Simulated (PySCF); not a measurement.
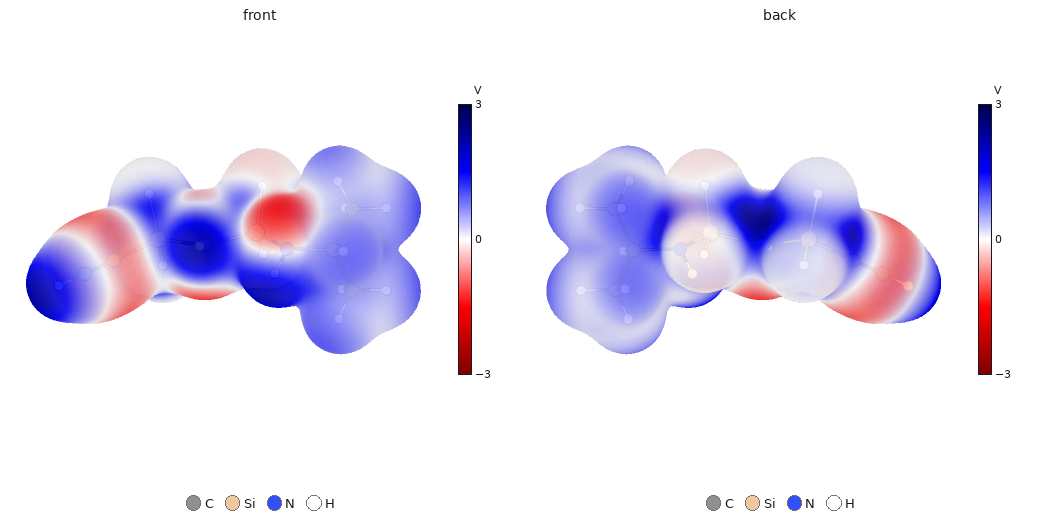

The picture shows: C$_{5}$H$_{14}$N$_{2}$Si$_{2}$ (SMILES C#C[SiH2]N[SiH2]NC(C)C). The molecular electrostatic potential painted on the density surface at 0.004 e/bohr³, seen from the front and from behind; the colour scale runs from red (negative) to blue (positive).

Geometry: GFN2-xTB.

Theory: PySCF, PBE0/pcSseg-1, SCF density, gas phase, non-relativistic.

```yaml
atoms:
  - { symbol: C, position_ang: [5.5112, -0.0844, -0.6713] }
  - { symbol: C, position_ang: [4.5596, -0.2977, 0.0307] }
  - { symbol: Si, position_ang: [3.1048, -0.6365, 1.1269] }
  - { symbol: N, position_ang: [1.7358, -0.0209, 0.2756] }
  - { symbol: Si, position_ang: [0.0890, -0.1047, 0.7999] }
  - { symbol: N, position_ang: [-0.7780, 0.5792, -0.5148] }
  - { symbol: C, position_ang: [-2.2191, 0.5973, -0.6406] }
  - { symbol: C, position_ang: [-2.8700, 0.9774, 0.6815] }
  - { symbol: C, position_ang: [-2.7643, -0.7452, -1.1358] }
  - { symbol: H, position_ang: [6.3433, 0.1029, -1.2884] }
  - { symbol: H, position_ang: [2.9254, -2.0792, 1.3019] }
  - { symbol: H, position_ang: [3.3229, 0.0284, 2.4208] }
  - { symbol: H, position_ang: [1.9333, 0.7061, -0.3927] }
  - { symbol: H, position_ang: [-0.1567, -1.5189, 1.1219] }
  - { symbol: H, position_ang: [-0.1504, 0.7122, 1.9958] }
  - { symbol: H, position_ang: [-0.3454, 0.4616, -1.4204] }
  - { symbol: H, position_ang: [-2.4722, 1.3686, -1.3842] }
  - { symbol: H, position_ang: [-2.7186, 0.1895, 1.4137] }
  - { symbol: H, position_ang: [-3.9378, 1.1269, 0.5409] }
  - { symbol: H, position_ang: [-2.4317, 1.8949, 1.0622] }
  - { symbol: H, position_ang: [-3.8438, -0.6982, -1.2559] }
  - { symbol: H, position_ang: [-2.3199, -1.0073, -2.0937] }
  - { symbol: H, position_ang: [-2.5220, -1.5248, -0.4180] }
```

Question: Which sites attract a positive test charge, and which a negative one?

Answer: A positive charge is drawn to the negative regions and a negative charge to the positive ones. The most negative region (about −1.3 V) lies over N6, the most positive (about +2.3 V) over Si3, Si5 and H10. N6 is the likeliest acceptor of a hydrogen bond.

Question: How polar is the molecule by this calculation?

Answer: Its dipole moment is 1.75 D.
